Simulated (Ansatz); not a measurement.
# The arsenene bilayer (AB) between two gates, part 3 of 3

How do the bands of the arsenene bilayer (AB) follow a displacement field between two gates?

Ansatz 0.2.0; plane-wave DFT, PBE-D3(BJ), Ansatz PAW (the session's first sound run).

So far, gap width (eV): step 3 (gated layer, displacement field 0) 0.0863; step 4 (displacement field 1.81 V/nm) 0.0864; step 5 (displacement field -1.81 V/nm) 0.0864; step 6 (displacement field 3.62 V/nm) 0.0866; step 7 (displacement field -3.62 V/nm) 0.0866.

### 8. Gated layer, displacement field 5.43 V/nm

Input file input.yaml:

```yaml
crystal:
  lattice:
    - [3.6694493422, 0.0, 0.0]
    - [-1.8347246711, 3.1778363483, 0.0]
    - [0.0, 0.0, 40.7258708421]
  atoms:
    - { symbol: As, position: [0.6666666667, 0.3333333333, 0.4395240576] }
    - { symbol: As, position: [0.3333333333, 0.6666666667, 0.4725683684] }
    - { symbol: As, position: [0.0, 0.0, 0.5274316316] }
    - { symbol: As, position: [0.6666666667, 0.3333333333, 0.5604759424] }
  periodic: [true, true, false]
  symmetry: { detect: true }
kpoints:
  mp_grid: { grid: [48, 48, 1] }
  band_path:
    path: [[0, 0, 0], [0.5, 0, 0], [0.33333333, 0.33333333, 0], [0, 0, 0]]
    npoints: 16
hamiltonian:
  xc: pbe
  dispersion: d3bj
scf:
  occupations: { method: fermi_dirac, width: 0.02585 }
  convergence: { dr2_threshold: 1.0e-10 }
output:
  forces: true
  eigenvalues: true
  dos: { projected: true, e_range: [-3, 3], de: 0.01 }
  write_potential: true
  write_density: true
  volumetric_format: npy
  elf: true
external_charges:
  - { charge: 0, barrier: 10, axis: 3, height: 25.826, sigma: 0.25 }
  - { charge: -0.034983, axis: 3, height: 27.326, sigma: 0.5 }
  - { charge: 0, barrier: 10, axis: 3, height: 14.9, sigma: 0.25 }
  - { charge: 0.034983, axis: 3, height: 13.4, sigma: 0.5 }
```

Run with:

```console
ansatz run input.yaml --threads 8 --pin off --max-ram 12288MiB --backend cpu --events-out ev --progress --plain --runs-dir out
```

Numbers of over 12 decimals in the logs are rounded to 6 here.

Output:

```text
[...]
Crystal: 4 atoms, lattice volume = 474.901 Å³
Basis set: ecut = 420 eV, 9245 PW (Γ), exchange–correlation on 50×50×576 points (8 copies of the dense FFT grid, shifted against one another)
Bands: 36, of which v1, the nominal top of the filled ones, is band 30 counted from 1 (29 counted from 0)
Symmetry: 6 space group operations
k-points: 217 of 2304 (time reversal used)
[...]
--- Band table (eV; the first three rows and the last of 217) ---
  k-point 0: bands = [... 26 lower, -5.7179, -5.5252, -5.5252, -4.4383, -3.8392, -2.5814, -2.5814, -1.9727, ... 2 higher]
  k-point 1: bands = [... 26 lower, -5.7402, -5.5918, -5.5285, -4.3849, -3.7601, -2.6467, -2.5678, -1.9049, ... 2 higher]
  k-point 2: bands = [... 26 lower, -5.8008, -5.7519, -5.5430, -4.2599, -3.5726, -2.7681, -2.5280, -1.7821, ... 2 higher]
  k-point 216: bands = [... 26 lower, -7.9660, -7.3796, -7.3426, -6.6500, -2.8314, -2.7815, -1.7429, 0.0029, ... 2 higher]
[key lines of the parts left out:]
SCF converged after 12 iterations
Free energy (F): -19425.567714 eV
Fermi energy:    -3.989143 eV
```

Elapsed: 82 s, on 8 threads of Arm Neoverse V1, shared host; peak memory 2.8 GiB.

Running mean over a fixed 2.7 Å (it still follows the layers) of the planar mean; beyond a gate it holds the 10 eV model barrier. Electron's electrostatic potential energy less the Fermi level against z:

```
z (Å)  electron's electrostatic potential energy less the Fermi level (eV)
  5.0                                                                 12.2
  7.5                                                                 12.2
 10.0                                                                 12.2
 12.5                                                                 12.2
 15.0                                                                 7.60
 17.5                                                                -1.72
 20.0                                                                -2.35
 22.5                                                                -3.29
 25.0                                                                 6.01
 27.5                                                                 15.6
 30.0                                                                 15.8
 32.5                                                                 15.8
 35.0                                                                 15.8
```

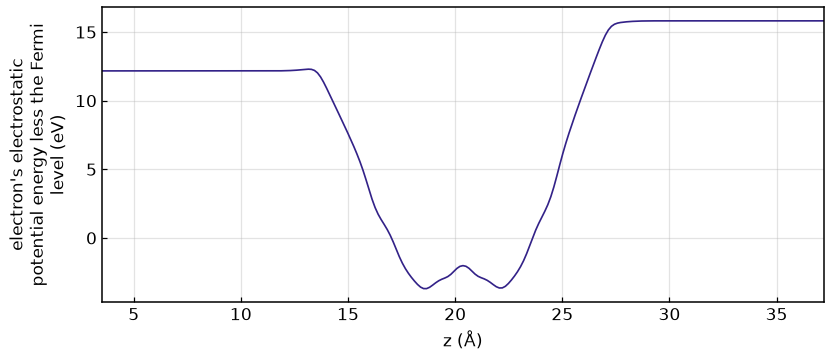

Electron's electrostatic potential energy less the Fermi level against z.

The gap, the smaller of path and mesh, is 0.087 eV.

### 9. The series together

d

This step: plane-wave DFT, PBE-D3(BJ), Ansatz PAW; response to a displacement field between two gates (Ansatz 0.2.0).

The potential behind each gate is read from every run and counted from the uncharged case.

This step gave:

* electrostatic distance between the gates: 6.718 Å
* geometric distance between the gates: 13.93 Å

Electron's potential behind the upper gate less behind the lower, less the value without field. The step of the electron's potential energy between the gates by displacement field D/eps0:

```csv
displacement field D/eps0 (V/nm),step of the electron's potential energy between the gates (eV)
-3.62,-2.43
-1.81,-1.22
0.00,0
1.81,1.22
3.62,2.43
5.43,3.65
```

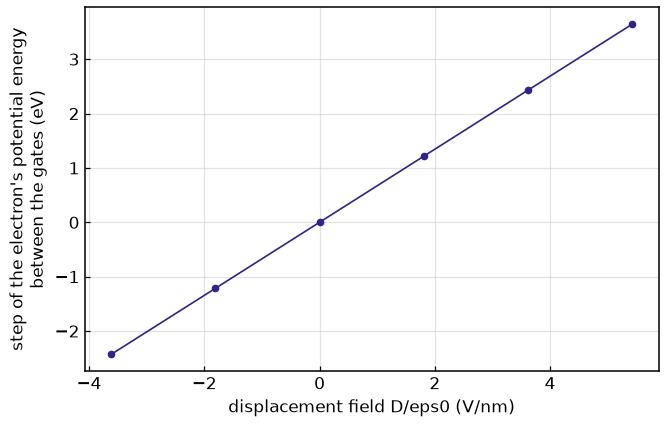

Step of the electron's potential energy between the gates, plotted against displacement field D/eps0.

The smaller of the gaps on the path and on the k-mesh, counted as 0 under 0.03 eV. Table of gap by displacement field D/eps0:

```csv
displacement field D/eps0 (V/nm),gap (eV)
-3.62,0.0866
-1.81,0.0864
0.00,0.0863
1.81,0.0864
3.62,0.0866
5.43,0.0869
```

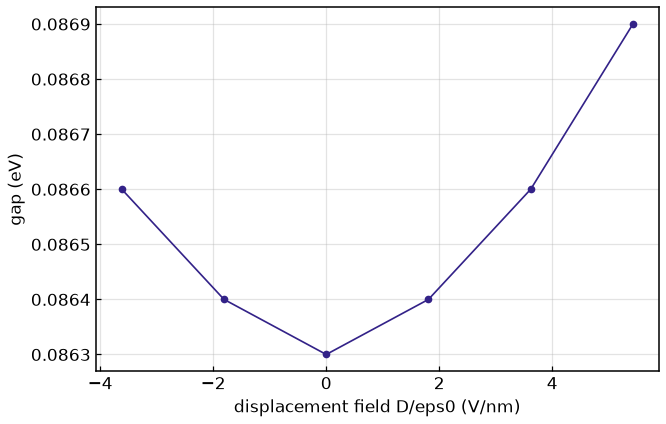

Gap, plotted against displacement field D/eps0.

By hand: 5.43 V/nm over the 13.93 Å between the sheets would give 7.56 V in vacuum; the run has 3.65 V, as over 6.72 Å.

### 10. The same run with other settings: scf.lower_state_search = "light"

o

This step: plane-wave DFT, PBE-D3(BJ), Ansatz PAW (Ansatz 0.2.0).

A run with a changed input: it repeats the earlier run at 1.81 V/nm with scf.lower_state_search to light.

input.yaml, the sections that differ from step 8:

```yaml
scf:
  occupations: { method: fermi_dirac, width: 0.02585 }
  convergence: { dr2_threshold: 1.0e-10 }
  lower_state_search: light
output:
  forces: true
  eigenvalues: true
  write_potential: true
  write_density: true
  volumetric_format: npy
external_charges:
  - { charge: 0, barrier: 10, axis: 3, height: 25.826, sigma: 0.25 }
  - { charge: -0.011661, axis: 3, height: 27.326, sigma: 0.5 }
  - { charge: 0, barrier: 10, axis: 3, height: 14.9, sigma: 0.25 }
  - { charge: 0.011661, axis: 3, height: 13.4, sigma: 0.5 }
# crystal, kpoints, hamiltonian: as in step 8
```

Output:

```text
[...]
Crystal: 4 atoms, lattice volume = 474.901 Å³
Basis set: ecut = 420 eV, 9245 PW (Γ), exchange–correlation on 50×50×576 points (8 copies of the dense FFT grid, shifted against one another)
Bands: 36, of which v1, the nominal top of the filled ones, is band 30 counted from 1 (29 counted from 0)
Symmetry: 6 space group operations
k-points: 217 of 2304 (time reversal used)
[...]
SCF iter  12: F=-19425.619658 eV  HF=-19425.619658 eV  |F-HF|=2.73e-10  |Δ(HF+E_count)|=  5.20e-10  Δρ=1.49e-7  dr2=9.69e-11  ethr=1.00e-12  ⟨swp⟩=18.5  Hψ=68601  notcnv=0
SCF 1 converged in 12 iterations: F = -19425.619658 eV  dr2 = 9.69e-11
[...]
SCF converged after 12 iterations
Free energy (F): -19425.619658 eV
[...]
Internal energy: -19425.618913 eV  (E = F + TS)
E sigma→0 (E₀):  -19425.619285 eV
Entropy (-TS):   -0.000746 eV (-0.186 meV/atom)
Fermi energy:    -3.974726 eV
[...]
--- Forces (eV/Å), atoms and charges each counted from 1 ---
  atom   1  As     0.00000000    -0.00000000     0.04916989
  atom   2  As     0.00000000     0.00000000     0.00516576
  atom   3  As    -0.00000000    -0.00000000    -0.02102020
  atom   4  As     0.00000000    -0.00000000    -0.02666749
  external charge   1     0.00000000     0.00000000     0.04074297
  external charge   2     0.00000000     0.00000000    -0.00105692
  external charge   3     0.00000000     0.00000000    -0.04738620
  external charge   4     0.00000000     0.00000000     0.00105260
  max |Σ_I F_I| component, the external charges' with the atoms': 4.04e-7 eV/Å
--- Band table (eV; the first three rows and the last of 217) ---
  k-point 0: bands = [... 26 lower, -5.7012, -5.5150, -5.5150, -4.4191, -3.8315, -2.5672, -2.5672, -1.9593, ... 2 higher]
  k-point 1: bands = [... 26 lower, -5.7238, -5.5819, -5.5180, -4.3664, -3.7518, -2.6325, -2.5535, -1.8913, ... 2 higher]
  k-point 2: bands = [... 26 lower, -5.7848, -5.7430, -5.5319, -4.2426, -3.5628, -2.7541, -2.5138, -1.7679, ... 2 higher]
  k-point 216: bands = [... 26 lower, -7.9502, -7.3538, -7.3415, -6.6389, -2.7998, -2.7832, -1.7274, 0.0392, ... 2 higher]
```

Wall time 79 s (8 threads); peak memory 2.8 GiB.

Numbers from this step:

| Item | Value |
| --- | --- |
| energy at zero smearing | -19425.6193 eV |
| gap along the path | 0.09529 eV |
| smallest direct gap along the path | 0.5876 eV |
| gap width | 0.08641 eV |
| potential beyond the upper barrier and gate, less the barrier, from the Fermi level | 4.583 eV |

Electronic bands along the path, in eV, zero at the Fermi level of the run, which the smearing sets inside the gap:

```
point  band 27  band 28  band 29  band 30  band 31  band 32  band 33  band 34
    Γ    -1.73    -1.54    -1.54    -0.44     0.14     1.41     1.41     2.02
    M    -3.75    -3.44    -3.06    -1.93     0.24     1.06     1.65     2.14
    K    -3.98    -3.38    -3.37    -2.66     1.17     1.19     2.25     4.01
    Γ    -1.73    -1.54    -1.54    -0.44     0.14     1.41     1.41     2.02
```

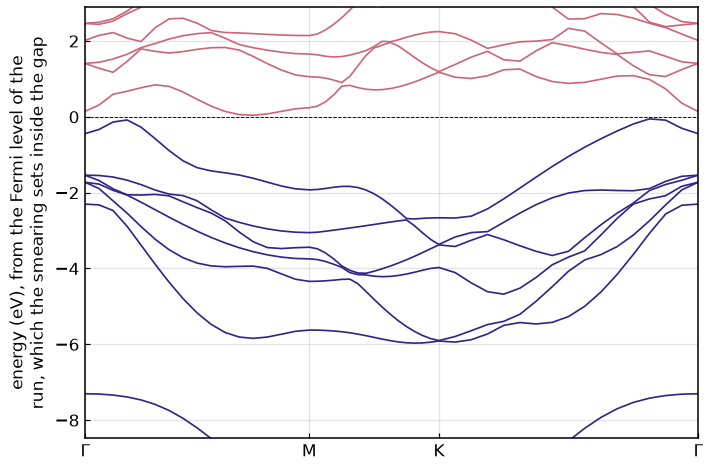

Electronic bands along the path; lines of filled and empty bands in two colours.

```
                                                                                quantity  this run  earlier run  difference
                                                                 gap along the path (eV)   0.09529      0.09529           0
                                                 smallest direct gap along the path (eV)    0.5876       0.5876           0
potential beyond the upper barrier and gate, less the barrier, from the Fermi level (eV)     4.583        4.583           0
```

Nothing in the table moves by 0.01 in its unit.

### 11. The same run with other settings: hamiltonian.xc = "lda"

e

This step: plane-wave DFT, PBE-D3(BJ), Ansatz PAW, but for the change named below (Ansatz 0.2.0).

Another changed input: it repeats the earlier run at 1.81 V/nm with hamiltonian.xc from pbe to lda.

input.yaml: that of step 10 with these lines changed.

```diff
@@ -18,3 +18,3 @@
 hamiltonian:
-  xc: pbe
+  xc: lda
   dispersion: d3bj
@@ -23,3 +23,2 @@
   convergence: { dr2_threshold: 1.0e-10 }
-  lower_state_search: light
 output:
```

Output:

```text
Warning: the engine holds no damping parameters fitted to this dispersion correction and functional, so the run takes those fitted to pbe (hamiltonian.dispersion, under Limitations)
[...]
Crystal: 4 atoms, lattice volume = 474.901 Å³
Basis set: ecut = 420 eV, 9245 PW (Γ)
Bands: 36, of which v1, the nominal top of the filled ones, is band 30 counted from 1 (29 counted from 0)
Symmetry: 6 space group operations
k-points: 217 of 2304 (time reversal used)
[...]
SCF iter  11: F=-19095.422029 eV  HF=-19095.422029 eV  |F-HF|=1.38e-10  |Δ(HF+E_count)|=   1.08e-9  Δρ=8.06e-8  dr2=5.82e-11  ethr=1.00e-12  ⟨swp⟩=19.5  Hψ=69424  notcnv=0
SCF 1 converged in 11 iterations: F = -19095.422029 eV  dr2 = 5.82e-11
[...]
SCF converged after 11 iterations
Free energy (F): -19095.422029 eV
[...]
Internal energy: -19095.420808 eV  (E = F + TS)
E sigma→0 (E₀):  -19095.421418 eV
Entropy (-TS):   -0.001221 eV (-0.305 meV/atom)
Fermi energy:    -4.266302 eV
[...]
--- Forces (eV/Å), atoms and charges each counted from 1 ---
  atom   1  As    -0.00000000     0.00000000     0.50894200
  atom   2  As     0.00000000     0.00000000    -0.12239039
  atom   3  As     0.00000000    -0.00000000     0.10601525
  atom   4  As     0.00000000    -0.00000000    -0.48590646
  external charge   1     0.00000000     0.00000000     0.03956283
  external charge   2     0.00000000     0.00000000    -0.00105680
  external charge   3     0.00000000     0.00000000    -0.04621899
  external charge   4     0.00000000     0.00000000     0.00105275
  max |Σ_I F_I| component, the external charges' with the atoms': 1.89e-7 eV/Å
--- Band table (eV; the first three rows and the last of 217) ---
  k-point 0: bands = [... 26 lower, -5.9291, -5.7393, -5.7393, -4.7325, -4.1912, -2.8249, -2.8249, -2.2413, ... 2 higher]
  k-point 1: bands = [... 26 lower, -5.9516, -5.8106, -5.7423, -4.6758, -4.1068, -2.8949, -2.8114, -2.1701, ... 2 higher]
  k-point 2: bands = [... 26 lower, -6.0125, -5.9785, -5.7563, -4.5434, -3.9089, -3.0260, -2.7721, -2.0422, ... 2 higher]
  k-point 216: bands = [... 26 lower, -8.1949, -7.5977, -7.5856, -6.8591, -3.1046, -3.0886, -2.0062, -0.2720, ... 2 higher]
```

It took 75 s on 8 threads; peak memory 2.8 GiB.

This step gave:

```yaml
energy_at_zero_smearing: -19095.4214 eV
gap_along_the_path: 0.04621 eV
smallest_direct_gap_along_the_path: 0.5413 eV
gap_width: 0.04605 eV
potential_beyond_the_upper_barrier_and_gate_less_the_barrier_from_the_fermi_level: 4.874 eV
```

The electronic bands at the labelled points (eV, zero at the Fermi level of the run, which the smearing sets inside the gap):

```csv
point,band 27,band 28,band 29,band 30,band 31,band 32,band 33,band 34
Γ,-1.66,-1.47,-1.47,-0.47,0.08,1.44,1.44,2.02
M,-3.68,-3.39,-2.98,-1.90,0.23,1.06,1.67,2.17
K,-3.93,-3.33,-3.32,-2.59,1.16,1.18,2.26,3.99
Γ,-1.66,-1.47,-1.47,-0.47,0.08,1.44,1.44,2.02
```

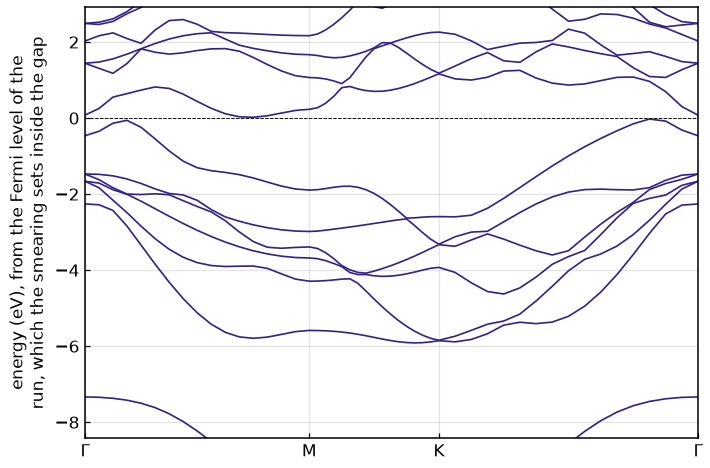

Electronic bands along the path.

Force by atom:

```
atom  x (eV/Å)  y (eV/Å)  z (eV/Å)   size
 As1     0.000     0.000     0.509  0.509
 As2     0.000     0.000    -0.122  0.122
 As3     0.000     0.000     0.106  0.106
 As4     0.000     0.000    -0.486  0.486
```

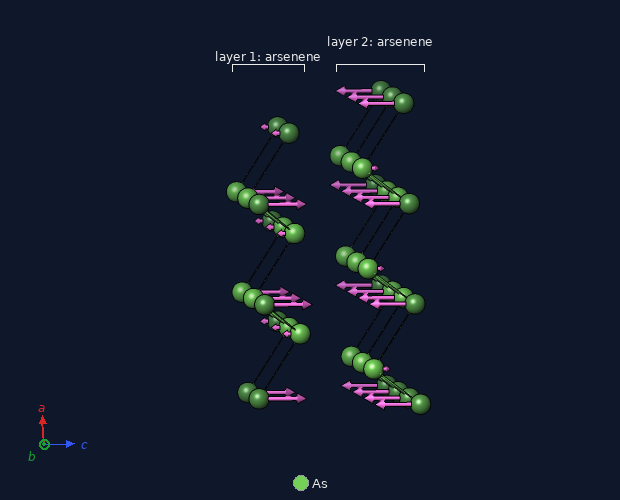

Force as arrows, the longest 0.509 eV/Å. 2×2×1 cells are drawn. Some periodic images of atoms are drawn too.

```csv
quantity,this run,earlier run,difference
gap along the path (eV),0.04621,0.09529,-0.049
smallest direct gap along the path (eV),0.5413,0.5876,-0.046
"potential beyond the upper barrier and gate, less the barrier, from the Fermi level (eV)",4.874,4.583,0.29
```

What moves beyond 0.01 in its unit (for the dipole 0.5 % and 5e-5 e·Å): potential beyond the upper barrier and gate, less the barrier, from the Fermi level (+0.291 eV), gap along the path (-0.0491 eV) and smallest direct gap along the path (-0.0463 eV).

### 12. Outcome

```json
{"gap with uncharged gates": "0.0863 eV", "electrostatic distance between the gates": "6.72 Å", "geometric distance between the gates": "13.9 Å", "gap at 5.43 V/nm": "0.0869 eV"}
```

The gap goes from 0.09 to 0.09 eV at 5.4 V/nm. The layers screen the field: the voltage is that of a vacuum gap 7.2 Å narrower than the real distance. The gates are charged sheets behind model barriers, not atoms. Gaps are the smaller of those on the path and on the mesh; band edges between these points would make them smaller still. Spin-orbit coupling is left out. After relaxation neighbouring layers come as close as 2.2 Å along the normal, so they are bonded in part and no longer a van der Waals stack.

[Logs are printed without paths, hosts, clocks, repeated set-up lines and the standing remarks that a program may print on its own settings, such as how far it seeks lower states.]

[Hosts, paths, dates, database ids (printed as entryN), source tags and the programs' standing remarks are cut or masked in the printed files.]

[Maps of the electrostatic potential energy from Ansatz leave out the sawtooth potential of an applied field or a dipole correction, so their vacuum need not be flat; planar profiles and work functions include it.]
